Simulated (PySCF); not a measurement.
## Electronic structure of GeSe (charge +1, doublet) in real space

```xyz
2

Ge    0.0000    0.0000   -1.1979
Se    0.0000    0.0000    1.1081
```

These are results of PBE0/cc-pVDZ(-PP), non-relativistic Hamiltonian with scalar-relativistic core potentials where named, at a bond length of 2.306 Å in PySCF 2.14.0, not measurements.

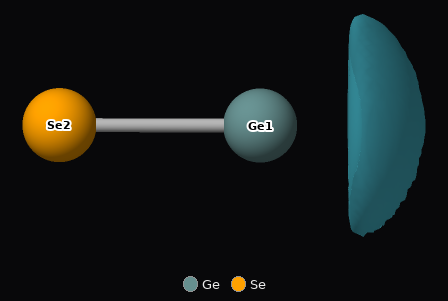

Figure 1. Isosurface of the electron localisation function at 0.9 (cyan), seen from one side. Core shells and regions of very low density are left out.

### Describe the localisation domains.

At this value the surface marks out one lobe on Ge, pointing away from the bonds (non-bonding electrons). Along the contacts the grid gives the following. Ge–Se (2.31 Å): the ELF peaks at about 0.75 in the valence shell of Se, 1.0 Å from its nucleus, and is about 0.75 at the midpoint.

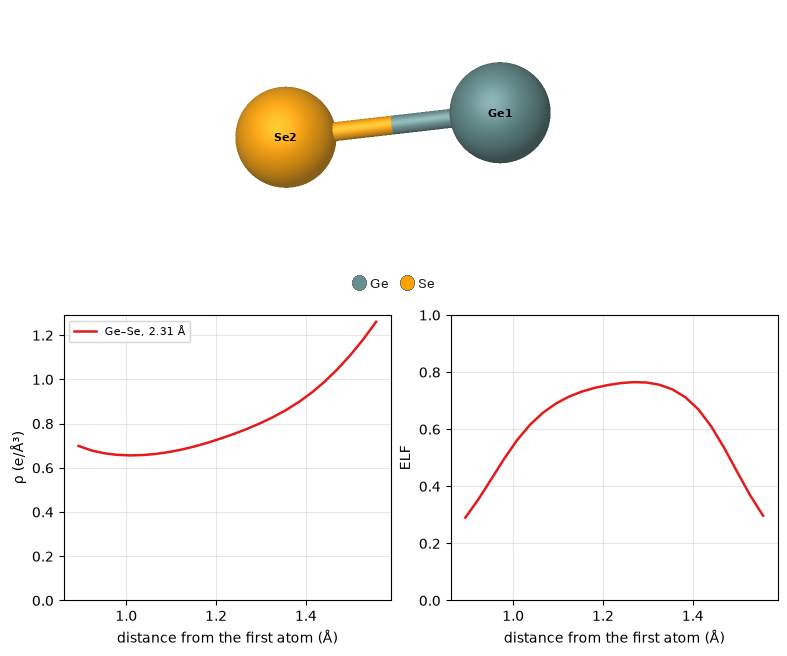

Figure 2. Electron density and electron localisation function along straight lines between neighbouring atoms. The curves leave out the atomic cores. The structure is drawn too.

### What can be read from the curves?

Ge–Se (2.31 Å): ρ at the midpoint is about 0.7 e/Å³; the ELF peaks at about 0.75 in the valence shell of Se, 1.0 Å from its nucleus, and is about 0.75 at the midpoint.
